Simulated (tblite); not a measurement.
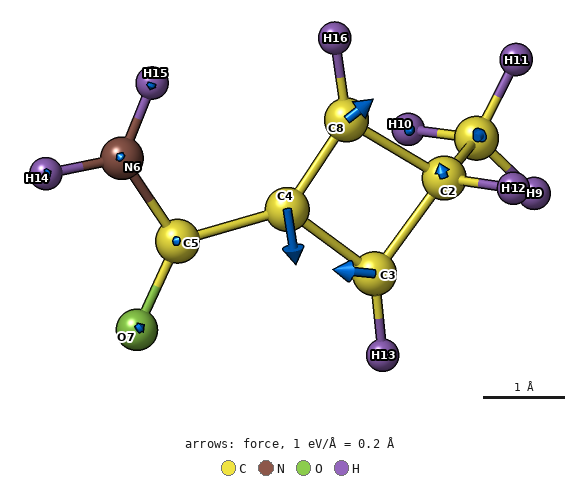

Starting geometry of C6H8NO (multiplicity 2) with the computed forces as blue arrows. Style: ball-and-stick. Shown at a tilt.

The calculation used GFN2-xTB geometry optimisation, gas phase in tblite 0.8.0. 

Is this structure relaxed? If not, where do the atoms go?

It isn't relaxed: the largest force vector, on a C atom, is 3.80 eV/Å. The final displacements follow the starting forces only in part (cosine between the two patterns 0.65). The largest move after the best rigid fit is that of an H atom, 0.079 Å. Largest moves by element: H 0.079 Å, C 0.073 Å, O 0.044 Å, N 0.012 Å. Among the contacts that change: C–C 1.494 → 1.393 Å, C–C 1.336 → 1.397 Å, C–C 1.473 → 1.519 Å, C–C 1.555 → 1.519 Å. Bond angles that change, for instance: C–C–O 127.2° → 123.6°, C–C–H 113.5° → 110.2°, C–C–C 137.0° → 134.5°. Over 19 geometry steps the energy falls by 28.9 kJ/mol. The run took 0.09 s on 1 thread of Arm Neoverse V2, on a shared host.
